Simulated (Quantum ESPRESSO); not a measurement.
# BaTiO3 (Pm-3m): modes at Γ and the response to a field, part 2 of 5

Which modes does BaTiO3 (Pm-3m) have at the zone centre?

Quantum ESPRESSO 7.5; DFT PBE, scalar-relativistic, plane waves, GBRV ultrasoft pseudopotentials.

So far. Step 2 (A probe with smearing): A gap of 1.8 eV opens on this mesh, so the crystal is taken as an insulator; the start stands at 2.7 GPa. Step 4 (Ground state): The cell stands at -0.12 GPa, close enough for phonons.

### 5. Linear response at Γ

At q = 0 one unit cell holds all displacements; symmetry groups them into irreducible representations that are solved one by one. The response to a field gives ε∞ and the Born charges, which polar modes need.

ph.in

```
phonons
 &inputph
    prefix='x',
    outdir='./tmp',
    fildyn='g.dyn',
    tr2_ph=1.0d-18,
    epsil=.true.,
 /
0.000000000000 0.000000000000 0.000000000000
```

Run with:

```
$ OMP_NUM_THREADS=1 mpirun -n 4 ph.x -nk 4 -in ph.in > ph.out
```

The log of the run:

```text
[banners, grids, parts of the stress and lines that vanish by symmetry left out]
[banner, memory and clock lines left out]
Program PHONON v.7.5

     ./tmp/x.save/

     IMPORTANT: XC functional enforced from input :
     Exchange-correlation= PBE
                           (   1   4   3   4   0   0   0)
     Any further DFT definition will be discarded
     Please, verify this is what you really want

     G-vector sticks info

     Check: negative core charge=   -0.000002

     negative rho (up, down):  8.731E-02 0.000E+00
     Reading collected, re-writing distributed wavefunctions in ./tmp/

     Number and degeneracy of irreps per q-point
       N         xq(1)         xq(2)         xq(3)   N irreps
       1   0.000000000   0.000000000   0.000000000       5
        3   3   3   3   3

     Calculation of q =    0.0000000   0.0000000   0.0000000

     phonons

     bravais-lattice index     =            1
     lattice parameter (alat)  =       7.6106  a.u.
     unit-cell volume          =     440.8158 (a.u.)^3
     number of atoms/cell      =            5
     number of atomic types    =            3
     kinetic-energy cut-off    =      55.0000  Ry
     charge density cut-off    =     440.0000  Ry
     convergence threshold     =      1.0E-18
     beta                      =       0.7000
     number of iterations used =            4
     Exchange-correlation= PBE
                           (   1   4   3   4   0   0   0)

     celldm(1)=    7.61060  celldm(2)=    0.00000  celldm(3)=    0.00000
     celldm(4)=    0.00000  celldm(5)=    0.00000  celldm(6)=    0.00000

     crystal axes: (cart. coord. in units of alat)
               a(1) = (  1.0000  0.0000  0.0000 )
               a(2) = (  0.0000  1.0000  0.0000 )
               a(3) = (  0.0000  0.0000  1.0000 )

     reciprocal axes: (cart. coord. in units 2 pi/alat)
               b(1) = (  1.0000  0.0000  0.0000 )
               b(2) = (  0.0000  1.0000  0.0000 )
               b(3) = (  0.0000  0.0000  1.0000 )

     Atoms inside the unit cell:

     Cartesian axes

     site n.  atom      mass           positions (alat units)
        1  Ba    137.3270   tau(    1) = (    0.50000    0.50000    0.50000  )
        2  Ti     47.8670   tau(    2) = (    0.00000    0.00000    0.00000  )
        3  O      15.9990   tau(    3) = (    0.50000    0.00000    0.00000  )
        4  O      15.9990   tau(    4) = (    0.00000    0.50000    0.00000  )
        5  O      15.9990   tau(    5) = (    0.00000    0.00000    0.50000  )

     Computing dynamical matrix for
                    q = (   0.0000000   0.0000000   0.0000000 )

     49 Sym.Ops. (with q -> -q+G )

     G cutoff =  645.5517  (  68699 G-vectors)     FFT grid: ( 54, 54, 54)
     G cutoff =  322.7758  (  24207 G-vectors)  smooth grid: ( 36, 36, 36)
     number of k points=    35
                       cart. coord. in units 2pi/alat
        k(    1) = (   0.0000000   0.0000000   0.0000000), wk =   0.0039062
        k(    2) = (   0.0000000   0.0000000   0.1250000), wk =   0.0234375
        k(    3) = (   0.0000000   0.0000000   0.2500000), wk =   0.0234375
        [... further k-points left out ...]

     PseudoPot. # 1 for Ba read from file:
     ./pseudo/Ba.upf
     Pseudo is Ultrasoft + core correction, Zval = 10.0

     PseudoPot. # 2 for Ti read from file:
     ./pseudo/Ti.upf
     Pseudo is Ultrasoft + core correction, Zval = 12.0

     PseudoPot. # 3 for O  read from file:
     ./pseudo/O.upf
     Pseudo is Ultrasoft + core correction, Zval =  6.0

     Mode symmetry, O_h (m-3m)  point group:

     Electric field:
     Dielectric constant
     Born effective charges as d Force / d E

     Atomic displacements:
     There are    5 irreducible representations

     Representation     1      3 modes -  To be done

     Representation     2      3 modes -  To be done

     Representation     3      3 modes -  To be done

     Representation     4      3 modes -  To be done

     Representation     5      3 modes -  To be done

     Alpha used in Ewald sum =   2.8000

     negative rho (up, down):  8.731E-02 0.000E+00

     Electric Fields Calculation

      iter #   1   av.it.:   7.6
      thresh= 1.000E-02 alpha_mix =  0.700 |ddv_scf|^2 =  2.493E-08

      [... iterations left out ...]
      iter #   9   av.it.:  14.2
      thresh= 2.407E-10 alpha_mix =  0.700 |ddv_scf|^2 =  6.205E-20

     End of electric fields calculation

          Dielectric constant in cartesian axis

          (       6.733982287       0.000000000       0.000000000 )
          (       0.000000000       6.733982287       0.000000000 )
          (       0.000000000       0.000000000       6.733982287 )

          Effective charges (d Force / dE) in cartesian axis without acoustic sum rule applied (asr)

           atom    1  Ba    Mean Z*:        2.76143
      Ex  (        2.76143        0.00000        0.00000 )
      Ey  (        0.00000        2.76143        0.00000 )
      Ez  (        0.00000        0.00000        2.76143 )
           atom    2  Ti    Mean Z*:        7.40908
      Ex  (        7.40908        0.00000        0.00000 )
      Ey  (        0.00000        7.40908        0.00000 )
      Ez  (        0.00000        0.00000        7.40908 )
           atom    3  O     Mean Z*:       -3.38988
      Ex  (       -5.88868        0.00000        0.00000 )
      Ey  (        0.00000       -2.14049        0.00000 )
      Ez  (        0.00000        0.00000       -2.14049 )
           atom    4  O     Mean Z*:       -3.38988
      Ex  (       -2.14049        0.00000        0.00000 )
      Ey  (        0.00000       -5.88868        0.00000 )
      Ez  (        0.00000        0.00000       -2.14049 )
           atom    5  O     Mean Z*:       -3.38988
      Ex  (       -2.14049        0.00000        0.00000 )
      Ey  (        0.00000       -2.14049        0.00000 )
      Ez  (        0.00000        0.00000       -5.88868 )

          Effective charges Sum: Mean:        0.00086
              0.00086        0.00000        0.00000
              0.00000        0.00086        0.00000
              0.00000        0.00000        0.00086

          Effective charges (d Force / dE) in cartesian axis with asr applied:
           atom    1  Ba    Mean Z*:        2.76126
      E*x (        2.76126        0.00000        0.00000 )
      E*y (        0.00000        2.76126        0.00000 )
      E*z (        0.00000        0.00000        2.76126 )
           atom    2  Ti    Mean Z*:        7.40891
      E*x (        7.40891        0.00000        0.00000 )
      E*y (        0.00000        7.40891        0.00000 )
      E*z (        0.00000        0.00000        7.40891 )
           atom    3  O     Mean Z*:       -3.39006
      E*x (       -5.88885        0.00000        0.00000 )
      E*y (        0.00000       -2.14066        0.00000 )
      E*z (        0.00000        0.00000       -2.14066 )
           atom    4  O     Mean Z*:       -3.39006
      E*x (       -2.14066        0.00000        0.00000 )
      E*y (        0.00000       -5.88885        0.00000 )
      E*z (        0.00000        0.00000       -2.14066 )
           atom    5  O     Mean Z*:       -3.39006
      E*x (       -2.14066        0.00000        0.00000 )
      E*y (        0.00000       -2.14066        0.00000 )
      E*z (        0.00000        0.00000       -5.88885 )

     Representation #   1 modes #   1   2   3

     Self-consistent Calculation

      iter #   1   av.it.:   7.3
      thresh= 1.000E-02 alpha_mix =  0.700 |ddv_scf|^2 =  3.237E-07

      [... iterations left out ...]
      iter #   8   av.it.:  15.1
      thresh= 9.657E-10 alpha_mix =  0.700 |ddv_scf|^2 =  8.557E-19

     End of self-consistent calculation

     Convergence has been achieved

     Representation #   2 modes #   4   5   6

     Self-consistent Calculation

      iter #   1   av.it.:   7.8
      thresh= 1.000E-02 alpha_mix =  0.700 |ddv_scf|^2 =  9.606E-07

      [... iterations left out ...]
      iter #   9   av.it.:  13.9
      thresh= 4.205E-10 alpha_mix =  0.700 |ddv_scf|^2 =  2.050E-19

     End of self-consistent calculation

     Convergence has been achieved

     Representation #   3 modes #   7   8   9

     Self-consistent Calculation

      iter #   1   av.it.:   6.1
      thresh= 1.000E-02 alpha_mix =  0.700 |ddv_scf|^2 =  1.426E-07

      [... iterations left out ...]
      iter #   9   av.it.:  14.0
      thresh= 1.714E-10 alpha_mix =  0.700 |ddv_scf|^2 =  1.028E-19

     End of self-consistent calculation

     Convergence has been achieved

     Representation #   4 modes #  10  11  12

     Self-consistent Calculation

      iter #   1   av.it.:   7.2
      thresh= 1.000E-02 alpha_mix =  0.700 |ddv_scf|^2 =  3.580E-07

      [... iterations left out ...]
      iter #   9   av.it.:  14.1
      thresh= 1.152E-10 alpha_mix =  0.700 |ddv_scf|^2 =  4.965E-20

     End of self-consistent calculation

     Convergence has been achieved

     Representation #   5 modes #  13  14  15

     Self-consistent Calculation

      iter #   1   av.it.:   7.2
      thresh= 1.000E-02 alpha_mix =  0.700 |ddv_scf|^2 =  1.317E-07

      [... iterations left out ...]
      iter #   7   av.it.:  14.1
      thresh= 2.158E-10 alpha_mix =  0.700 |ddv_scf|^2 =  1.539E-20

     End of self-consistent calculation

     Convergence has been achieved

     Number of q in the star =    1
     List of q in the star:
          1   0.000000000   0.000000000   0.000000000

          Dielectric constant in cartesian axis

          (       6.733982287       0.000000000       0.000000000 )
          (       0.000000000       6.733982287       0.000000000 )
          (       0.000000000       0.000000000       6.733982287 )

          Effective charges (d Force / dE) in cartesian axis without acoustic sum rule applied (asr)

           atom    1  Ba    Mean Z*:        2.76143
      Ex  (        2.76143        0.00000        0.00000 )
      Ey  (        0.00000        2.76143        0.00000 )
      Ez  (        0.00000        0.00000        2.76143 )
           atom    2  Ti    Mean Z*:        7.40908
      Ex  (        7.40908        0.00000        0.00000 )
      Ey  (        0.00000        7.40908        0.00000 )
      Ez  (        0.00000        0.00000        7.40908 )
           atom    3  O     Mean Z*:       -3.38988
      Ex  (       -5.88868        0.00000        0.00000 )
      Ey  (        0.00000       -2.14049        0.00000 )
      Ez  (        0.00000        0.00000       -2.14049 )
           atom    4  O     Mean Z*:       -3.38988
      Ex  (       -2.14049        0.00000        0.00000 )
      Ey  (        0.00000       -5.88868        0.00000 )
      Ez  (        0.00000        0.00000       -2.14049 )
           atom    5  O     Mean Z*:       -3.38988
      Ex  (       -2.14049        0.00000        0.00000 )
      Ey  (        0.00000       -2.14049        0.00000 )
      Ez  (        0.00000        0.00000       -5.88868 )

          Effective charges Sum: Mean:        0.00086
              0.00086        0.00000        0.00000
              0.00000        0.00086        0.00000
              0.00000        0.00000        0.00086

          Effective charges (d Force / dE) in cartesian axis with asr applied:
           atom    1  Ba    Mean Z*:        2.76126
      E*x (        2.76126        0.00000        0.00000 )
      E*y (        0.00000        2.76126        0.00000 )
      E*z (        0.00000        0.00000        2.76126 )
           atom    2  Ti    Mean Z*:        7.40891
      E*x (        7.40891        0.00000        0.00000 )
      E*y (        0.00000        7.40891        0.00000 )
      E*z (        0.00000        0.00000        7.40891 )
           atom    3  O     Mean Z*:       -3.39006
      E*x (       -5.88885        0.00000        0.00000 )
      E*y (        0.00000       -2.14066        0.00000 )
      E*z (        0.00000        0.00000       -2.14066 )
           atom    4  O     Mean Z*:       -3.39006
      E*x (       -2.14066        0.00000        0.00000 )
      E*y (        0.00000       -5.88885        0.00000 )
      E*z (        0.00000        0.00000       -2.14066 )
           atom    5  O     Mean Z*:       -3.39006
      E*x (       -2.14066        0.00000        0.00000 )
      E*y (        0.00000       -2.14066        0.00000 )
      E*z (        0.00000        0.00000       -5.88885 )

     Diagonalizing the dynamical matrix

     q = (    0.000000000   0.000000000   0.000000000 )

 **************************************************************************
     freq (    1) =      -7.449058 [THz] =    -248.473845 [cm-1]
     freq (    2) =      -7.449058 [THz] =    -248.473845 [cm-1]
     freq (    3) =      -7.449058 [THz] =    -248.473845 [cm-1]
     freq (    4) =       0.119342 [THz] =       3.980822 [cm-1]
     freq (    5) =       0.119342 [THz] =       3.980822 [cm-1]
     freq (    6) =       0.119342 [THz] =       3.980822 [cm-1]
     freq (    7) =       5.028095 [THz] =     167.719207 [cm-1]
     freq (    8) =       5.028095 [THz] =     167.719207 [cm-1]
     freq (    9) =       5.028095 [THz] =     167.719207 [cm-1]
     freq (   10) =       8.524821 [THz] =     284.357414 [cm-1]
     freq (   11) =       8.524821 [THz] =     284.357414 [cm-1]
     freq (   12) =       8.524821 [THz] =     284.357414 [cm-1]
     freq (   13) =      13.572536 [THz] =     452.731064 [cm-1]
     freq (   14) =      13.572536 [THz] =     452.731064 [cm-1]
     freq (   15) =      13.572536 [THz] =     452.731064 [cm-1]
 **************************************************************************

     Mode symmetry, O_h (m-3m)  point group:

     freq (   1-   3) =       -248.5  [cm-1]   --> T_1u G_15  G_4- I
     freq (   4-   6) =          4.0  [cm-1]   --> T_1u G_15  G_4- I
     freq (   7-   9) =        167.7  [cm-1]   --> T_1u G_15  G_4- I
     freq (  10-  12) =        284.4  [cm-1]   --> T_2u G_25  G_5-
     freq (  13-  15) =        452.7  [cm-1]   --> T_1u G_15  G_4- I
```

It took 15 min on 4 MPI ranks of Arm Neoverse V1, shared host.

Read from the output:

| Property | Result |
| --- | --- |
| miss of the charge sum rule | 8.50e-4 e |
| largest acoustic frequency at the zone centre before the sum rule | 3.98 cm⁻¹ |
| highest optical zone-centre mode (no LO-TO term) | 452.7 cm⁻¹ |
| lowest optical zone-centre mode | -248.5 cm⁻¹ |
| mean high-frequency dielectric constant | 6.734 |
| largest Born charge in size (third of the trace) | 7.409 e |

Born charge (rows field, columns displacement), before the sum rule (e), principal values of the symmetric part by kind of site:

```tsv
atom	atoms with these values	low	middle	high	mean
Ba1	1	2.76	2.76	2.76	2.76
Ti2	1	7.41	7.41	7.41	7.41
O3	3	-5.89	-2.14	-2.14	-3.39
```

In full for Ti2:

```
7.41 0.00 0.00
0.00 7.41 0.00
0.00 0.00 7.41
```

High-frequency dielectric tensor:

```
6.73 0.00 0.00
0.00 6.73 0.00
0.00 0.00 6.73
```

The acoustic modes at Γ come out as far as 4.0 cm⁻¹ from zero, where they should vanish, a small numerical error; the Born charges miss their sum rule by 8.5e-4 e, which is good. The lowest optical mode is imaginary, 248i cm⁻¹, an instability at this level and on this k mesh.

### 6. Modes with the sum rule

A rigid shift of the crystal must cost nothing, but grids and finite bases break this; the acoustic sum rule is imposed before the matrix is diagonalised again. With Born charges the intensities follow; a static dielectric tensor has no meaning with imaginary modes.

dynmat.in

```
 &input
    fildyn='g.dyn',
    asr='simple',
    fileig='dynmat.eig',
    lperm=.true.,
 /
```

Run with:

```
$ dynmat.x -in dynmat.in > dynmat.out
```

The log of the run:

```text
[banner, memory and clock lines left out]
Program DYNMAT v.7.5

     Reading Dynamical Matrix from file g.dyn
     ...Force constants read
     ...epsilon and Z* read
     A direction for q was not specified:TO-LO splitting will be absent

     Polarizability (A^3 units)
     multiply by 0.343486 for Clausius-Mossotti correction
        29.806227    0.000000    0.000000
         0.000000   29.806227    0.000000
         0.000000    0.000000   29.806227

     IR activities are in (D/A)^2/amu units

# mode   [cm-1]    [THz]      IR
    1   -248.61   -7.4531   87.3575
    2   -248.61   -7.4531   87.3575
    3   -248.61   -7.4531   87.3575
    4     -0.00   -0.0000    0.0000
    5     -0.00   -0.0000    0.0000
    6      0.00    0.0000    0.0000
    7    167.66    5.0262    2.7121
    8    167.66    5.0262    2.7121
    9    167.66    5.0262    2.7121
   10    284.32    8.5236    0.0000
   11    284.32    8.5236    0.0000
   12    284.32    8.5236    0.0000
   13    452.65   13.5701    0.8921
   14    452.65   13.5701    0.8921
   15    452.65   13.5701    0.8921

Electronic dielectric permittivity tensor (relative, adimensional)
         6.733982    0.000000    0.000000
         0.000000    6.733982    0.000000
         0.000000    0.000000    6.733982

 ... with zone-center polar mode contributions
        10.026430   -0.000000    0.000000
        -0.000000   10.026430   -0.000000
         0.000000   -0.000000   10.026430

[end of the log left out, with the tail of the file of modes that dynmat.x writes under the same name]
```

The job ended after 0.45 s (1 thread).

This step gave:

* highest optical zone-centre mode (no LO-TO term): 452.6 cm⁻¹
* lowest optical zone-centre mode: -248.6 cm⁻¹

Unit eigenvectors of the mass-weighted matrix after the sum rule; no LO-TO term. Modes at Γ, with each element's share of the kinetic energy (negative means imaginary):

```tsv
mode	frequency (cm⁻¹)	Ba %	Ti %	O %
1	-248.6	0	45	55
2	-248.6	0	45	55
3	-248.6	0	45	55
4	0.0	59	21	21
5	0.0	59	21	21
6	0.0	59	21	21
7	167.7	41	30	29
8	167.7	41	30	29
9	167.7	41	30	29
10	284.3	0	0	100
11	284.3	0	0	100
12	284.3	0	0	100
13	452.6	0	5	95
14	452.6	0	5	95
15	452.6	0	5	95
```

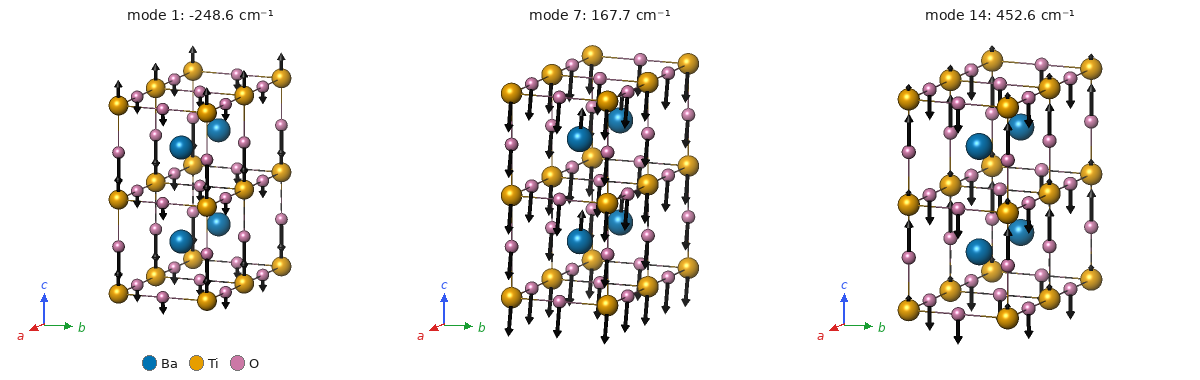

Displacement patterns of modes 1, 7 and 14 at Γ; arrows are exaggerated. 2×1×2 cells are drawn. Some periodic images of atoms are drawn too.

Degenerate modes summed, no LO-TO term; imaginary modes left out. Infrared lines, with heights relative to the strongest:

```tsv
position (cm⁻¹)	lines merged	IR intensity, relative
168	3	100
284	3	0.0
453	3	33
```

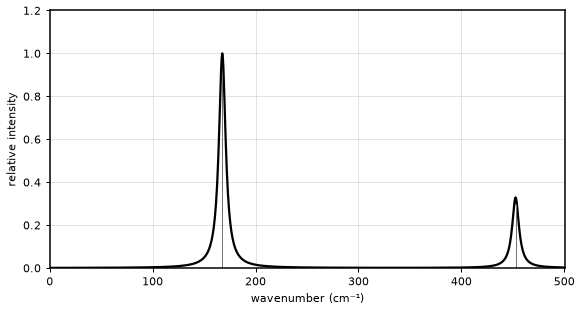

The infrared spectrum, broadened with Lorentzians of width 8 cm⁻¹; bars mark the lines.

The rule moves no optical mode by more than 0.2 cm⁻¹.

(Part 2 of 5 ends here.)

[Host names and launcher messages were left out of these logs when they were recorded.]

[Logs are printed without paths, hosts, clocks, repeated set-up lines and the standing remarks that a program may print on its own settings, such as how far it seeks lower states.]

[Hosts, paths, dates, database ids (printed as entryN), source tags and the programs' standing remarks are cut or masked in the printed files.]
